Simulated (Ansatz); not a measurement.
# Effect of Hg interstitial (started 2.66 Å from the nearest host atom), symmetric start on HgTe

Take a 16-atom supercell of HgTe in the zinc blende structure (space group F-43m, No. 216; a = 6.510 Å) at its relaxed geometry as the base.

It is then changed as follows: one Hg atom is added in an open site, starting 2.66 Å from the nearest host atom, atoms relaxed at fixed cell.

Computed with PBEsol (Ansatz, a program for electronic structure), spin-orbit coupling left out. k-mesh 3×3×3 (Γ-centred); smearing 0.05 eV (Fermi–Dirac).

The pressure goes up by 2.1 GPa (0.1 GPa → 2.2 GPa) and the largest displacement of a host atom from its site in the perfect cell is 0.09 Å. The final site of the added atom is 4 Hg at 2.87–2.89 Å and 6 Te at 3.29–3.35 Å.

Final structure:

```yaml
crystal:
  lattice:
    - [0.00000, 6.50978, 6.50978]
    - [6.50978, 0.00000, 6.50978]
    - [6.50978, 6.50978, 0.00000]
  atoms:
    - { symbol: Te, position: [0.35919, 0.38027, 0.38027] }
    - { symbol: Te, position: [0.37563, 0.38319, 0.87059] }
    - { symbol: Te, position: [0.37563, 0.87059, 0.38319] }
    - { symbol: Te, position: [0.37563, 0.87059, 0.87059] }
    - { symbol: Te, position: [0.86354, 0.38074, 0.38074] }
    - { symbol: Te, position: [0.86354, 0.38074, 0.87498] }
    - { symbol: Te, position: [0.86354, 0.87498, 0.38074] }
    - { symbol: Te, position: [0.86441, 0.87853, 0.87853] }
    - { symbol: Hg, position: [0.99480, 0.99627, 0.99627] }
    - { symbol: Hg, position: [0.99480, 0.99627, 0.51267] }
    - { symbol: Hg, position: [0.99480, 0.51267, 0.99627] }
    - { symbol: Hg, position: [0.98285, 0.50572, 0.50572] }
    - { symbol: Hg, position: [0.49722, 0.00093, 0.00093] }
    - { symbol: Hg, position: [0.49302, 0.00866, 0.49916] }
    - { symbol: Hg, position: [0.49302, 0.49916, 0.00866] }
    - { symbol: Hg, position: [0.49302, 0.49916, 0.49916] }
    - { symbol: Hg, position: [0.11537, 0.12821, 0.12821] }
```

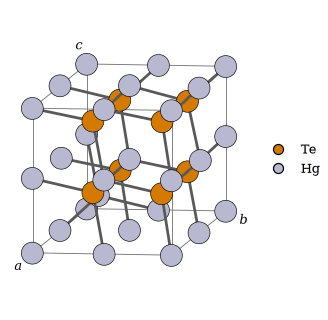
*The relaxed cell after the change*

In so small a cell the defect repeats every few ångströms: this is an ordered compound, not a dilute defect. The mesh was chosen for an insulator and is coarse for the gapless case. The defect started on the symmetric site and kept its symmetry, so it may sit on a saddle. The final runs are not spin-polarised. The defect cell is not spin-polarised.
